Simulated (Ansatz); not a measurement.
**ClFH$_{4}$Si: density, localisation and related maps**

Input file:

```
crystal:
  periodic: [false, false, false]
  atoms:
    - { symbol: F, position_ang: [-0.0263, 0.366, -2.7631] }
    - { symbol: H, position_ang: [0.0035, -0.5527, -2.6011] }
    - { symbol: Si, position_ang: [-0.0029, -0.0026, 0.9557] }
    - { symbol: Cl, position_ang: [0.1103, 0.7673, 2.8078] }
    - { symbol: H, position_ang: [0.1092, 1.0806, -0.0132] }
    - { symbol: H, position_ang: [-1.282, -0.6964, 0.8228] }
    - { symbol: H, position_ang: [1.0883, -0.9622, 0.791] }
basis:
  gaussian: { orbitals: "6-31G" }
hamiltonian:
  xc: pbe
relax:
  f_tol: 0.02
  max_steps: 40
output:
  orbitals: {}
```

Command:

```sh
ansatz run input.yaml --threads 1 --pin off --max-ram 2048MiB --backend cpu --events-out ev --progress --plain --runs-dir out
```

The fields are those of the relaxed geometry.

At this geometry the atoms fall into two loosely joined parts.

These are results of RKS PBE/6-31G in Ansatz, not measurements.

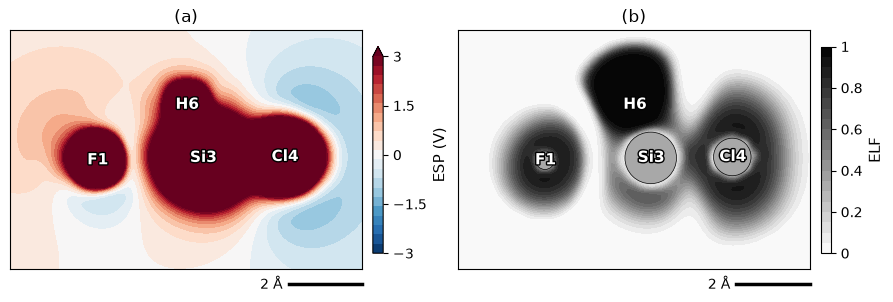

Figure 1. (a) molecular electrostatic potential; (b) electron localisation function on the plane of atoms Cl4, Si3 and H6. Grey discs cover the atomic cores in the ELF map.

Read the bonding off the picture.

- The plane passes through F, Si, Cl and H nuclei.
- Si–Cl (2.21 Å): the ELF peaks at about 0.85 between the atoms; a shared but strongly polarised pair.
- Si–H (1.51 Å): the ELF climbs to about 1 towards the hydrogen, as it does in any bond to H.
- The ELF also peaks beside Cl4 and F1, away from the bonds: lone-pair regions.
- Outside the dense part of the molecule the potential is most negative (−1.2 V) near Cl4.

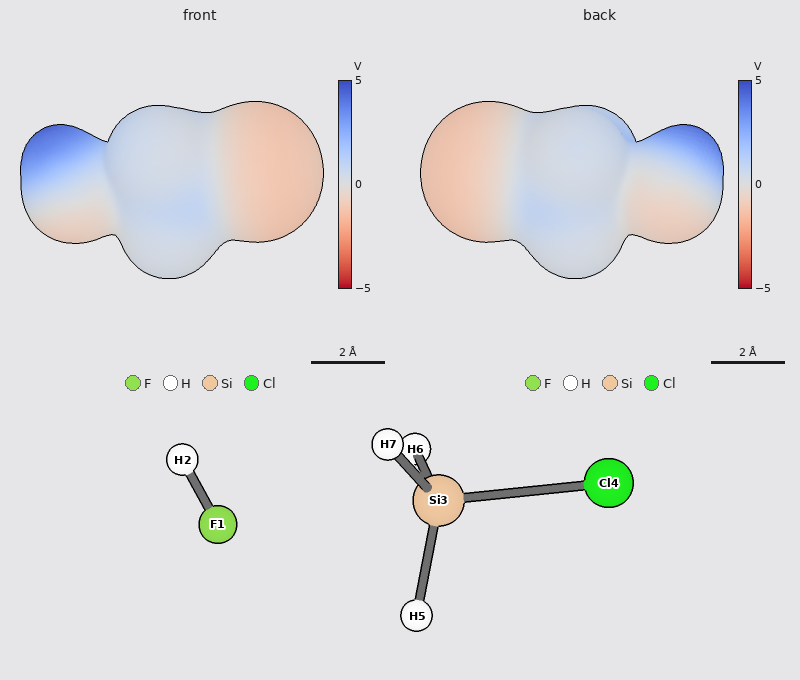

Figure 2. The electrostatic potential painted on the density surface at 0.002 e/bohr³, seen from the front and from behind; red is negative and blue positive. The bare structure is drawn below in the same view.

Where is the surface potential most negative and most positive?

The most negative region (about −1.1 V) lies over Cl4, the most positive (about +4.1 V) over H2.

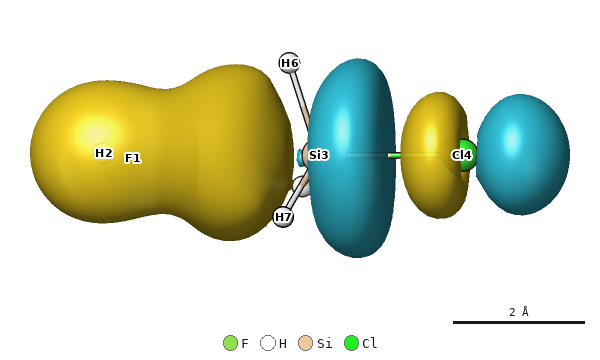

Figure 3. The LUMO at ±0.1 Å⁻³ᐟ² (yellow and cyan are the two phases), seen from one side.

What is the character of this orbital?

It lies mainly on Si3 (about 40 %), Cl4 (about 25 %), H2 (about 15 %) and F1 (about 10 %). Its energy is −1.34 eV.
